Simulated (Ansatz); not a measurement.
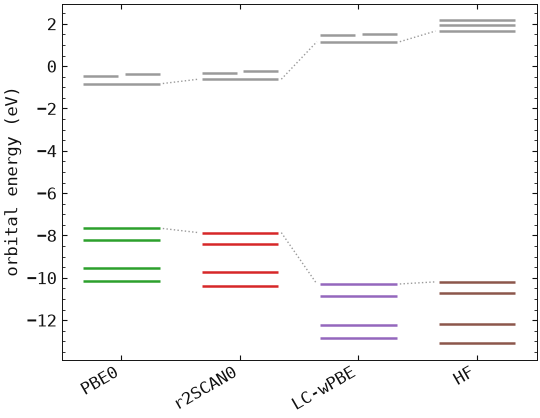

Frontier orbital energies of CH₃F₃SeSiZn, SMILES [CH3][Zn][Se][Si](F)(F)F, singlet at one geometry, def2-TZVPP, the Ansatz code, at a PBE0-D4/def2-TZVP geometry (a minimum by its frequencies). Empty levels are grey, levels within 0.1 eV stand side by side; all columns show the same few orbitals around the gap. Dotted lines join the HOMOs and the LUMOs.

Q: Compare the HOMO-LUMO separations.

A: The separation grows from 6.85 eV (PBE0) to 11.85 eV (HF).

```csv
level,HOMO (eV),LUMO (eV),separation (eV)
PBE0,−7.67,−0.82,6.85
r2SCAN0,−7.87,−0.62,7.25
LC-wPBE,−10.29,1.16,11.45
HF,−10.19,1.66,11.85
```

Limits of at least one run: empty levels above zero depend strongly on the basis; no scalar relativity up to krypton; one conformer of a flexible molecule; spin-orbit coupling is left out, and with Se it can shift these levels and split any degenerate set.
